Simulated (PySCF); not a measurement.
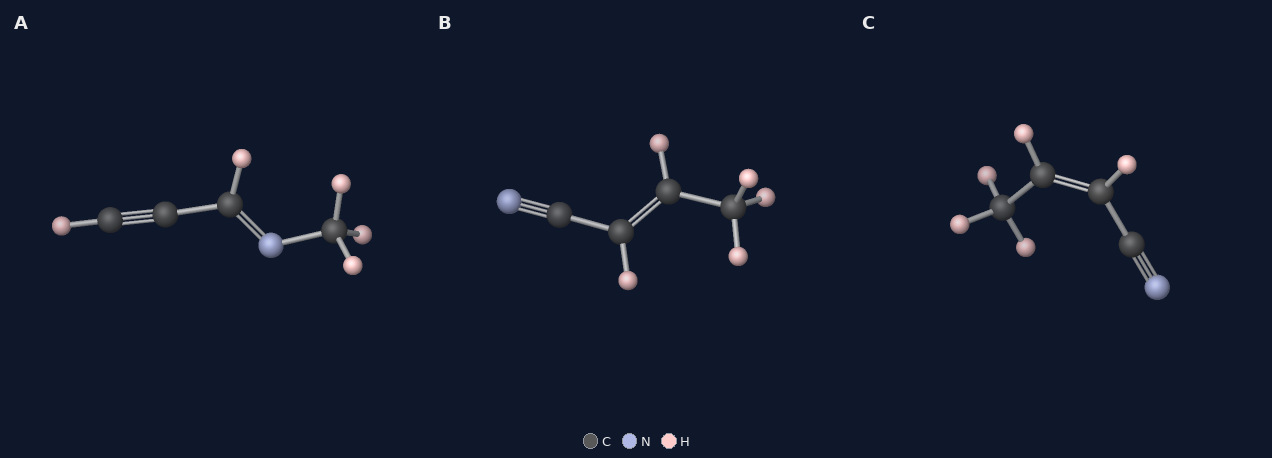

3 stationary structures of one formula. Geometries: PBE0-D3(BJ)/def2-SVP. Electronic energies: PBE0-D3(BJ)/def2-SVP (PySCF 2.14.0), without zero-point energy. No frequency run is at hand to confirm each as a minimum.

**Which is lowest in energy, and by how much?**

C is lowest; B lies 0.024 eV above it, A lies 1.848 eV above it. A is `C#C/C=N/C`, B is `C/C=C/C#N`, C is `C/C=C\C#N`.
